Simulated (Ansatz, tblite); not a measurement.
**In5P4 zinc blende off sphere (In5P4Cl3): rung by rung**

Aim: run the singlet of In5P4 zinc blende off sphere (In5P4Cl3) at one geometry on many levels, and compare frontier levels, spin and run time.

Method: as each input shows; program: Ansatz 0.2.0, Gaussian basis.

Plan: GFN1-xTB, GFN2-xTB, PBE-D4/def2-TZVP, r2SCAN-D4/def2-TZVP, revPBE-D4/def2-TZVP, BHLYP-D4/def2-TZVP, ωB97X-V/def2-TZVP, LC-ωPBE(0.10)/def2-SVP, LC-ωPBE(0.15)/def2-SVP, LC-ωPBE(0.20)/def2-SVP, LC-ωPBE(0.30)/def2-SVP, PBE-D4/def2-SVP, PBE0-D4/def2-SVP, CCSD(T)/def2-SVP, MP2/def2-TZVP, RPA/def2-TZVP.

2 further runs of the same task are left out: 2 set aside as unsound or not needed. Runs told in other sessions of the task aren't counted.

## (1) The structure

The geometry is that of the singlet, from an earlier relaxation (PBE-D4/def2-SVP).

12 atoms, charge 0, spin multiplicity 1.

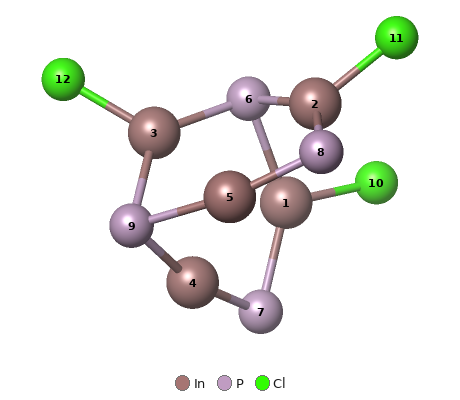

The structure; indium brown, phosphorus pink, chlorine green; atoms are numbered from 1 in the order of the file.

Coordinates:

```mol
Cl3In5P4
  3D, bonds by distance, orders not assigned

 12 13  0  0  0  0  0  0  0  0999 V2000
    0.9295   -1.9801    0.5042 In  0  0
    0.4771    0.4835   -2.1614 In  0  0
   -2.1432    0.2892    0.5785 In  0  0
    0.4984    0.2615    2.8168 In  0  0
    0.3539    2.6247    0.3059 In  0  0
   -1.0265   -1.2857   -1.0274 P   0  0
    1.9129   -1.6353    2.7877 P   0  0
    1.4758    2.7513   -1.7751 P   0  0
   -1.1538    2.0790    2.2568 P   0  0
    2.1556   -3.5718   -0.7813 Cl  0  0
    1.0252   -0.3865   -4.3089 Cl  0  0
   -4.5050    0.3702    0.8043 Cl  0  0
  1  6  8  0
  1  7  8  0
  1 10  8  0
  2  6  8  0
  2  8  8  0
  2 11  8  0
  3  6  8  0
  3  9  8  0
  3 12  8  0
  4  7  8  0
  4  9  8  0
  5  8  8  0
  5  9  8  0
M  END
```

In takes a core potential in the def2 sets. No spin-orbit coupling is included.

PBE0-D4/def2-TZVP was run before; its log isn't repeated, and its numbers join the tables.

## (2) GFN1-xTB

Tight binding, by tblite at 300 K electronic temperature and without a spin-polarisation term:

```python
tblite.interface.Calculator('GFN1-xTB', numbers, positions, charge=0, uhf=0).singlepoint()
```

Energy -848.4102 eV, HOMO -9.74 eV, LUMO -7.39 eV; 0.09 s.

## (3) GFN2-xTB

Tight binding, by tblite at 300 K electronic temperature and without a spin-polarisation term:

```python
tblite.interface.Calculator('GFN2-xTB', numbers, positions, charge=0, uhf=0).singlepoint()
```

Energy -819.0292 eV, HOMO -9.91 eV, LUMO -8.32 eV; 0.073 s.

## (4) PBE-D4/def2-TZVP

start.molden holds the orbitals of an earlier run on this state, given as this run's starting guess.

in.yaml

```yaml
crystal:
  periodic: [false, false, false]
  atoms:
    - {symbol: In, position_ang: [0.929548, -1.980104, 0.504207]}
    - {symbol: In, position_ang: [0.477120, 0.483546, -2.161446]}
    - {symbol: In, position_ang: [-2.143210, 0.289161, 0.578450]}
    - {symbol: In, position_ang: [0.498434, 0.261469, 2.816822]}
    - {symbol: In, position_ang: [0.353894, 2.624693, 0.305929]}
    - {symbol: P, position_ang: [-1.026469, -1.285738, -1.027376]}
    - {symbol: P, position_ang: [1.912931, -1.635257, 2.787734]}
    - {symbol: P, position_ang: [1.475759, 2.751286, -1.775130]}
    - {symbol: P, position_ang: [-1.153811, 2.078972, 2.256788]}
    - {symbol: Cl, position_ang: [2.155599, -3.571791, -0.781315]}
    - {symbol: Cl, position_ang: [1.025202, -0.386468, -4.308940]}
    - {symbol: Cl, position_ang: [-4.504997, 0.370242, 0.804286]}
basis:
  gaussian: {orbitals: def2-TZVP, fitting: {mean_field: def2-universal-jkfit}, initial_orbitals: start.molden}
hamiltonian: {xc: pbe, dispersion: d4}
scf: {omitted_lower_state_checks: [starts]}
output: {forces: true, orbitals: {seedname: orbitals}}
```

The run is started by

```sh
$ ansatz run in.yaml --threads 2 --pin off --events-out ev --progress --plain --max-ram 22528MiB --backend cuda --devices 0, --max-vram 18GiB
```

After this run come: r2SCAN-D4/def2-TZVP; revPBE-D4/def2-TZVP; BHLYP-D4/def2-TZVP; ωB97X-V/def2-TZVP; LC-ωPBE(0.10)/def2-SVP; LC-ωPBE(0.15)/def2-SVP; LC-ωPBE(0.20)/def2-SVP; LC-ωPBE(0.30)/def2-SVP; PBE-D4/def2-SVP; PBE0-D4/def2-SVP; CCSD(T)/def2-SVP; MP2/def2-TZVP; RPA/def2-TZVP.

Q: Predict the results of all the runs planned. Wanted: gap in def2-TZVP, named functionals, smallest and largest; gap over the ω; correlation energy, CCSD(T)/def2-SVP; correlation energy, MP2/def2-TZVP; binding an atom, CCSD(T)/def2-SVP; PBE0 total energy, smallest basis above largest.

**Answer**, as computed:

```
                                                 quantity                                value
gap in def2-TZVP, named functionals, smallest and largest  1.70 eV (PBE-D4), 6.75 eV (ωB97X-V)
                                  gap over the ω (1/bohr)       4.34 eV at 0.1, 6.65 eV at 0.3
                     correlation energy, CCSD(T)/def2-SVP                            -38.50 eV
                        correlation energy, MP2/def2-TZVP                            -69.71 eV
                        binding an atom, CCSD(T)/def2-SVP                             2.140 eV
          PBE0 total energy, smallest basis above largest       26.37 eV (def2-SVP, def2-TZVP)
```

In words: Over the named functionals in def2-TZVP the gap runs from 1.70 eV (PBE-D4) to 6.75 eV (ωB97X-V); exact exchange widens it. Raising the ω (1/bohr) from 0.1 to 0.3 moves the HOMO by -1.46 eV and the LUMO by +0.85 eV. The functionals in def2-TZVP miss CCSD(T)/def2-SVP by +0.180 (BHLYP-D4) to +0.462 eV (PBE-D4) an atom. The yardstick is in a double-zeta basis, so levels in larger sets aren't compared like for like. The reference is CCSD(T) in one finite basis, so it carries an error of its own, often a tenth of an eV or more, and near misses can't be ranked.
